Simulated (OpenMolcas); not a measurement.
## Multiconfigurational calculation, with input and output: Pt²⁺ complex

- system: Pt²⁺ with 6 ligands (F; octahedron, 2.021 Å), embedded in KMgF3 by model potentials and point charges, whose field is part of the energies.
- method: state-averaged CASSCF, active space 8 electrons in the shell 5d, basis ANO-RCC-VDZP on the metal and ANO-RCC-VDZP on the ligands, DKH2 scalar Hamiltonian, spin-orbit coupling by RASSI with atomic mean-field integrals (OpenMolcas)

### Summary

| quantity | value |
| --- | --- |
| outcome | converged |
| energy of the lowest spin-free term | −18995.06884 hartree |
| energy of the lowest spin-orbit level | −18995.07824 hartree |
| largest spread among components of a term | 0.0 cm⁻¹ |
| hardware | 1 thread of Arm Neoverse V1, 24 GiB of memory available, shared host |
| wall time | 27 s |
| peak memory | 0.61 GiB |

### Remarks

Without dynamic correlation the splittings between terms come out too large, often by 20 to 50 %. Caveats: the geometry is set by hand, with no relaxation.

### Input file
```
&GATEWAY
Basis set
Pt.ANO-RCC-VDZP.
Pt1 0.0 0.0 0.0 Angstrom
End of basis
Basis set
F.ANO-RCC-VDZP.
L1 2.021000 0.000000 0.000000 Angstrom
L2 0.000000 2.021000 0.000000 Angstrom
L3 0.000000 0.000000 2.021000 Angstrom
End of basis
Basis set
Mg.EMB-AIMP.Lopez-Moraza.7s4p.1s1p.ECP.KMgF3.
PseudoCharge
* 3 symmetry-unique lattice sites within 7.6 angstrom
End of basis
Basis set
K.EMB-AIMP.Lopez-Moraza.0s.0s.ECP.KMgF3.
PseudoCharge
* 16 symmetry-unique lattice sites within 7.6 angstrom
End of basis
Basis set
Mg.EMB-AIMP.Lopez-Moraza.0s.0s.ECP.KMgF3.
PseudoCharge
* 10 symmetry-unique lattice sites within 7.6 angstrom
End of basis
Basis set
F.EMB-AIMP.Lopez-Moraza.0s.0s.ECP.KMgF3.
PseudoCharge
* 39 symmetry-unique lattice sites within 7.6 angstrom
End of basis
Symmetry
XYZ
AngMom=0.0 0.0 0.0
AMFI
RICD
XField
1521 Angstrom 0
* Evjen-weighted lattice charges
&SEWARD
&RASSCF
FileOrb=start.orb
Symmetry=1
Spin=3
nActEl=8 0 0
Inactive=30 34
Ras2=5 0
CIRoot=10 10 1
SDav=10
CIMx=300
Iter=150 100
PrWF=0.3
OrbListing=Nothing
MaxOrb=0
LevShft=1.0
>>> COPY $Project.JobIph JOB001
&RASSCF
FileOrb=start.orb
Symmetry=1
Spin=1
nActEl=8 0 0
Inactive=30 34
Ras2=5 0
CIRoot=15 15 1
SDav=15
CIMx=300
Iter=150 100
PrWF=0.3
OrbListing=Nothing
MaxOrb=0
LevShft=1.0
>>> COPY $Project.JobIph JOB002
&RASSI
NrOfJobIphs=2 10 15
1 2 3 4 5 6 7 8 9 10
1 2 3 4 5 6 7 8 9 10 11 12 13 14 15
IphNames
JOB001
JOB002
EJob
SpinOrbit
DIPRint=1.0
SOCoupling=1000.0
Subsets=2
Property=9
'ANGMOM' 1 'ANGMOM' 2 'ANGMOM' 3 'MLTPL  1' 1 'MLTPL  1' 2 'MLTPL  1' 3
'AMFI' 1 'AMFI' 2 'AMFI' 3
SOProperty=3
'ANGMOM' 1 'ANGMOM' 2 'ANGMOM' 3
```

The file start.orb holds starting orbitals from an earlier step. A driver script formed the levels outside the program, from RASSI's spin-orbit matrix and the active-space energies, averaged over the components of each term or state.

Run as:
```bash
OMP_NUM_THREADS=1 MOLCAS_MEM=2457 MOLCAS_PROJECT=a pymolcas a.inp > a.log  # once for each step of the input, in one work folder
```

### Output (extracts)
```
--- SEWARD ---
Basis set label: PT.ANO-RCC...7S6P4D2F.

      Electronic valence basis set:
      ------------------
      Associated Effective Charge  78.000000 au
      Associated Actual Charge     78.000000 au
      Nuclear Model: Point charge

      Shell  nPrim  nBasis  Cartesian Spherical Contaminant
         s      24       7        X
         p      21       6        X
         d      15       4                 X
         f      11       2                 X
                  Relativistic Douglas-Kroll-Hess integrals:
                    - DKH order of Hamiltonian: 2
                    - DKH order of Properties : 0
                  Atomic mean-field integrals
--- RASSCF ---
Wave function specifications:
      -----------------------------

      Number of closed shell electrons         128
      Number of electrons in active shells       8
      Max number of holes in RAS1 space          0
      Max nr of electrons in RAS3 space          0
      Number of inactive orbitals               64
      Number of active orbitals                  5
      Number of secondary orbitals              98
      Spin quantum number                      1.0
      State symmetry                             1
Orbital specifications:
      -----------------------

      Symmetry species                           1   2
                                                ag  au
      Frozen orbitals                            0   0
      Inactive orbitals                         30  34
      Active orbitals                            5   0
      RAS1 orbitals                              0   0
      RAS2 orbitals                              5   0
      RAS3 orbitals                              0   0
      Secondary orbitals                        46  52
      Deleted orbitals                           0   0
      Number of basis functions                 81  86
      Number of CSFs                            10
      Number of root(s) required                10
      Iter CI   SX   CI       RASSCF       Energy    max ROT     max BLB   max BLB  Level Ln srch  Step   QN
          iter iter root      energy       change     param      element    value   shift minimum  type update
 Nr of preliminary CI iterations:   1
      Total energies have been shifted. Add               -18000.00 au
        1   1   11    0  -994.12973422    0.00E+00  -8.59E-02   34  75 2  4.02E-01*  0.99   0.00    SX    NO
        2   1   11    0  -994.84318322   -7.13E-01* -6.76E-02   34  75 2  1.28E-01*  0.76   0.00    SX    NO
        3   1   10    0  -994.91349540   -7.03E-02* -2.76E-02   22  83 2  2.71E-02*  0.70   0.00    SX    NO
        4   1   10    0  -994.92246410   -8.97E-03* -1.27E-02   18  36 1  1.31E-02*  0.69   0.00    SX    NO
        5   1    9    0  -994.92420915   -1.75E-03* -1.11E-02   18  36 1  7.38E-03*  0.69   1.92    LS   YES
        6   1    9    0  -994.92473132   -5.22E-04*  1.01E-03   30  64 1 -2.60E-03*  0.68   1.06    QN   YES
        7   1    8    0  -994.92481952   -8.82E-05*  6.78E-04   30  64 1 -1.47E-03*  0.68   1.68    LS   YES
        8   1    8    0  -994.92483651   -1.70E-05* -5.31E-04   21  48 2 -8.13E-04*  0.68   1.00    QN   YES
        9   1    7    0  -994.92484353   -7.01E-06* -3.13E-04   34  75 2  3.07E-04*  0.68   1.18    QN   YES
       10   1    6    0  -994.92484429   -7.61E-07*  1.44E-04   27  61 1  6.52E-05   0.68   1.29    QN   YES
       11   1    5    0  -994.92484438   -9.16E-08* -4.42E-05   34  46 1  2.87E-05   0.68   1.18    QN   YES
       12   1    5    0  -994.92484439   -8.04E-09  -1.47E-05   31  45 1  1.30E-05   0.68   1.33    QN   YES
      Convergence after 12 iterations
       13   1    5    0  -994.92484439   -9.06E-10  -1.47E-05   19  47 2 -2.79E-06   0.68   1.33    QN   YES
      Natural orbitals and occupation numbers for root  1
      sym 1:   2.000000   2.000000   1.000000   2.000000   1.000000
      Natural orbitals and occupation numbers for root  2
      sym 1:   1.000511   1.999489   1.000511   2.000000   1.999489
      Natural orbitals and occupation numbers for root  3
      sym 1:   1.999473   2.000000   1.999473   1.000527   1.000527
::    RASSCF root number  1 Total energy: -18995.06883897
::    RASSCF root number  2 Total energy: -18994.96209660
::    RASSCF root number  3 Total energy: -18994.96209660
::    RASSCF root number  4 Total energy: -18994.96209660
::    RASSCF root number  5 Total energy: -18994.92497850
::    RASSCF root number  6 Total energy: -18994.92497850
::    RASSCF root number  7 Total energy: -18994.92497850
::    RASSCF root number  8 Total energy: -18994.83945987
::    RASSCF root number  9 Total energy: -18994.83945987
::    RASSCF root number 10 Total energy: -18994.83945987
--- RASSCF ---
Wave function specifications:
      -----------------------------

      Number of closed shell electrons         128
      Number of electrons in active shells       8
      Max number of holes in RAS1 space          0
      Max nr of electrons in RAS3 space          0
      Number of inactive orbitals               64
      Number of active orbitals                  5
      Number of secondary orbitals              98
      Spin quantum number                      0.0
      State symmetry                             1
Orbital specifications:
      -----------------------

      Symmetry species                           1   2
                                                ag  au
      Frozen orbitals                            0   0
      Inactive orbitals                         30  34
      Active orbitals                            5   0
      RAS1 orbitals                              0   0
      RAS2 orbitals                              5   0
      RAS3 orbitals                              0   0
      Secondary orbitals                        46  52
      Deleted orbitals                           0   0
      Number of basis functions                 81  86
      Number of CSFs                            15
      Number of root(s) required                15
      Iter CI   SX   CI       RASSCF       Energy    max ROT     max BLB   max BLB  Level Ln srch  Step   QN
          iter iter root      energy       change     param      element    value   shift minimum  type update
 Nr of preliminary CI iterations:   1
      Total energies have been shifted. Add               -18000.00 au
        1   1    9    0  -994.87048380    0.00E+00  -8.30E-03   33  39 1 -4.65E-03*  0.70   0.00    SX    NO
        2   1    8    0  -994.87086417   -3.80E-04*  4.01E-03   31  37 1 -1.81E-03*  0.70   0.00    SX    NO
        3   1    8    0  -994.87096752   -1.03E-04*  2.31E-03   31  37 1 -1.15E-03*  0.70   0.00    SX    NO
        4   1    7    0  -994.87099802   -3.05E-05*  1.38E-03   27  31 1 -5.87E-04*  0.70   0.00    SX    NO
        5   1    7    0  -994.87100742   -9.40E-06*  1.74E-03   27  31 1 -3.45E-04*  0.70   2.27    LS   YES
        6   1    6    0  -994.87101170   -4.28E-06* -1.44E-04   18  38 2 -1.52E-04*  0.70   1.01    QN   YES
        7   1    6    0  -994.87101183   -1.31E-07*  1.18E-04   31  37 1  5.35E-05   0.70   1.19    QN   YES
        8   1    5    0  -994.87101187   -4.04E-08*  2.49E-05   31  37 1  1.75E-05   0.70   1.20    QN   YES
        9   1    4    0  -994.87101187   -1.82E-09   2.62E-06   22  36 1 -6.85E-06   0.70   1.14    QN   YES
      Convergence after  9 iterations
       10   1    4    0  -994.87101187   -3.35E-10   2.62E-06   22  36 1 -3.49E-06   0.70   1.14    QN   YES
      Natural orbitals and occupation numbers for root  1
      sym 1:   1.996067   1.998320   1.003043   1.999528   1.003043
      Natural orbitals and occupation numbers for root  2
      sym 1:   1.996415   1.997623   1.003043   1.999876   1.003043
      Natural orbitals and occupation numbers for root  3
      sym 1:   1.973135   1.973135   1.040297   1.973135   1.040297
::    RASSCF root number  1 Total energy: -18995.01209871
::    RASSCF root number  2 Total energy: -18995.01209871
::    RASSCF root number  3 Total energy: -18994.96518764
::    RASSCF root number  4 Total energy: -18994.90754510
::    RASSCF root number  5 Total energy: -18994.90754510
::    RASSCF root number  6 Total energy: -18994.90754510
::    RASSCF root number  7 Total energy: -18994.89192340
::    RASSCF root number  8 Total energy: -18994.89192340
::    RASSCF root number  9 Total energy: -18994.89192340
::    RASSCF root number 10 Total energy: -18994.79404513
::    RASSCF root number 11 Total energy: -18994.79404513
::    RASSCF root number 12 Total energy: -18994.79331691
::    RASSCF root number 13 Total energy: -18994.79331691
::    RASSCF root number 14 Total energy: -18994.79331691
::    RASSCF root number 15 Total energy: -18994.70934651
--- RASSI ---
SPIN-FREE ENERGIES:
  (Shifted by EMIN (a.u.) =     -18995.0688389655)

 SF State       Relative EMIN(au)   Rel lowest level(eV)    D:o, cm**(-1)

     1             0.0000000000        0.0000000000              0.0000
    11             0.0567402567        1.5439810408          12453.0469
    12             0.0567402567        1.5439810408          12453.0469
    13             0.1036513210        2.8204961316          22748.8355
     2             0.1067423622        2.9046076477          23427.2406
     3             0.1067423622        2.9046076477          23427.2406
     4             0.1067423622        2.9046076477          23427.2406
     5             0.1438604703        3.9146428235          31573.7237
     6             0.1438604703        3.9146428235          31573.7237
     7             0.1438604703        3.9146428235          31573.7237
    14             0.1612938612        4.3890295572          35399.9107
    15             0.1612938612        4.3890295572          35399.9107
    16             0.1612938612        4.3890295572          35399.9107
    17             0.1769155676        4.8141178417          38828.4790
    18             0.1769155684        4.8141178636          38828.4791
    19             0.1769155684        4.8141178636          38828.4791
     8             0.2293790917        6.2417230615          50342.8916
     9             0.2293790917        6.2417230615          50342.8916
    10             0.2293790917        6.2417230615          50342.8916
    20             0.2747938358        7.4775212049          60310.2758
    21             0.2747938364        7.4775212190          60310.2759
    22             0.2755220511        7.4973369506          60470.1006
    23             0.2755220511        7.4973369506          60470.1006
    24             0.2755220511        7.4973369506          60470.1006
    25             0.3594924587        9.7822881451          78899.4748
     Dipole printing threshold changed to   1.00000000E+00
Eigenvalues of complex Hamiltonian:
   -----------------------------------
  (Shifted by EMIN (a.u.) =     -18995.0688389655)

 SO State       Relative EMIN(au)   Rel lowest level(eV)    D:o, cm**(-1)

     1            -0.0094030345        0.0000000006              0.0000
     2            -0.0094030345        0.0000000002              0.0000
     3            -0.0094030345        0.0000000000              0.0000
     4             0.0416026375        1.3879350428          11194.4511
     5             0.0416026375        1.3879350429          11194.4511
     6             0.0863543042        2.6056899299          21016.3066
     7             0.0924572985        2.7717608652          22355.7590
     8             0.0924572985        2.7717608642          22355.7590
     9             0.0925675062        2.7747597681          22379.9468
    10             0.0925675062        2.7747597685          22379.9468
    11             0.0925675062        2.7747597685          22379.9468
    12             0.1059162587        3.1379978300          25309.6594
    13             0.1059162587        3.1379978302          25309.6594
    14             0.1059162587        3.1379978304          25309.6594
    15             0.1165226909        3.4266135533          27637.5022
    16             0.1436466288        4.1646935030          33590.5184
    17             0.1436466288        4.1646935032          33590.5184
    18             0.1436466288        4.1646935029          33590.5184
    19             0.1441828299        4.1792842776          33708.2010
    20             0.1441828298        4.1792842765          33708.2010
    21             0.1441828299        4.1792842776          33708.2010
    22             0.1494825620        4.3234973365          34871.3577
    23             0.1554072101        4.4847152233          36171.6677
    24             0.1554072101        4.4847152229          36171.6677
    25             0.1597900554        4.6039785198          37133.5910
    26             0.1597900554        4.6039785205          37133.5910
    27             0.1597900554        4.6039785208          37133.5910
    28             0.1796892072        5.1454620247          41500.9500
    29             0.1796892079        5.1454620442          41500.9502
    30             0.1796892079        5.1454620442          41500.9502
    31             0.2180512946        6.1893476035          49920.4550
    32             0.2306776200        6.5329274212          52691.6132
    33             0.2306776200        6.5329274202          52691.6131
    34             0.2306776200        6.5329274211          52691.6132
    35             0.2383927922        6.7428679518          54384.8977
    36             0.2383927922        6.7428679506          54384.8977
    37             0.2412832347        6.8215208988          55019.2765
    38             0.2412832347        6.8215208989          55019.2765
    39             0.2412832347        6.8215208986          55019.2765
    40             0.2836560785        7.9745447177          64319.0408
    41             0.2836560790        7.9745447311          64319.0409
Weights of the five most important spin-orbit-free states for each spin-orbit state.

 SO State  Total energy (au)           Spin-free states, spin, and weights
 -------------------------------------------------------------------------------------------------------
    1        -0.009403       1 1.0  0.9321    4 1.0  0.0275    3 1.0  0.0274   16 0.0  0.0113   24 0.0  0.0007
    2        -0.009403       1 1.0  0.9321    4 1.0  0.0275    2 1.0  0.0274   14 0.0  0.0113   23 0.0  0.0007
    3        -0.009403       1 1.0  0.9321    3 1.0  0.0275    2 1.0  0.0275   15 0.0  0.0113   22 0.0  0.0007
    4         0.041603      12 0.0  0.4396   11 0.0  0.3969    3 1.0  0.0676    4 1.0  0.0588    5 1.0  0.0183
    5         0.041603      11 0.0  0.4396   12 0.0  0.3969    2 1.0  0.0841    4 1.0  0.0257    3 1.0  0.0169
    6         0.086354      13 0.0  0.7336    5 1.0  0.0865    6 1.0  0.0865    7 1.0  0.0865   25 0.0  0.0018
    7         0.092457       4 1.0  0.4080    3 1.0  0.2555    5 1.0  0.1515    6 1.0  0.0739   12 0.0  0.0438
    8         0.092457       2 1.0  0.4363    3 1.0  0.1987    7 1.0  0.1444    6 1.0  0.0880    4 1.0  0.0463
    9         0.092568       4 1.0  0.4220    3 1.0  0.4217    7 1.0  0.0485    6 1.0  0.0462   17 0.0  0.0361
   10         0.092568       2 1.0  0.4219    3 1.0  0.4216    5 1.0  0.0485    6 1.0  0.0481   19 0.0  0.0361
   11         0.092568       2 1.0  0.4217    4 1.0  0.4216    7 1.0  0.0481    5 1.0  0.0462   18 0.0  0.0361
   12         0.105916       4 1.0  0.3641    3 1.0  0.3496    7 1.0  0.0647    6 1.0  0.0644   16 0.0  0.0626
```

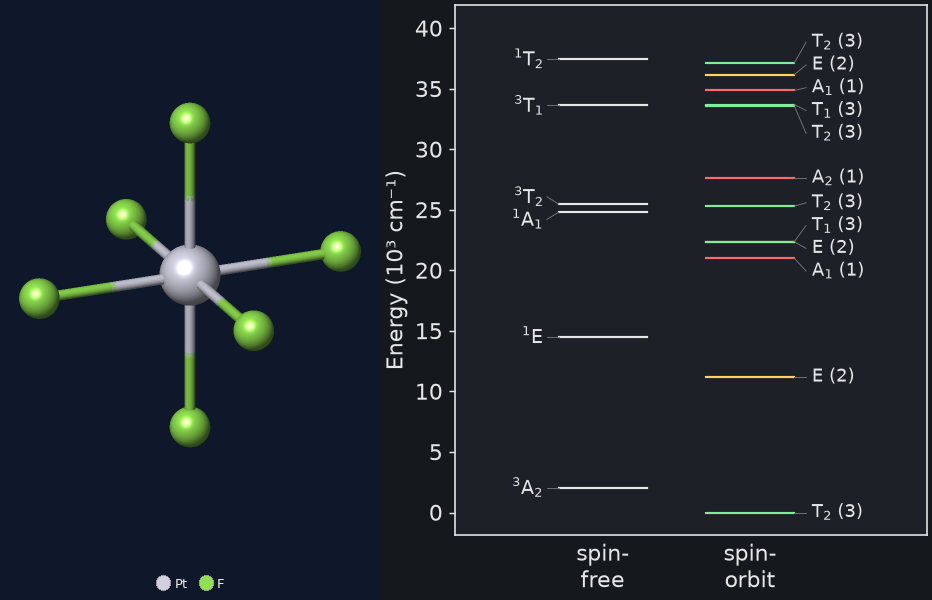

Fig. 1: Pt²⁺ (5d⁸) as a dopant in KMgF₃, a cluster with its 6 nearest F⁻ at 2.021 Å (octahedron) embedded in model potentials and point charges; the geometry was set, not optimised, and its levels. Labels give the representation in O, Td, D4 or D3 as the site allows (double group for half-integer spin) where it could be assigned and, in brackets, the degeneracy; spin-free states, where drawn, share the zero of the spin-orbit levels. The ground level is T₂, 3-fold degenerate, 99 % from states of spin multiplicity 3. The next level lies at 11,200 cm⁻¹ (E). The lowest spin-free state is ³A₂; of the same spin there follow at 23,400 cm⁻¹ (³T₂) and 31,600 cm⁻¹ (³T₁) above it. A ligand-field fit to the spin-free states gives |10Dq| = 23,200 cm⁻¹, B = 792 and C = 3,030 cm⁻¹ (rms misfit 80 cm⁻¹). The active orbitals hold 84 to 93 % metal character (Löwdin), and the Mulliken charge of the metal is +1.26.
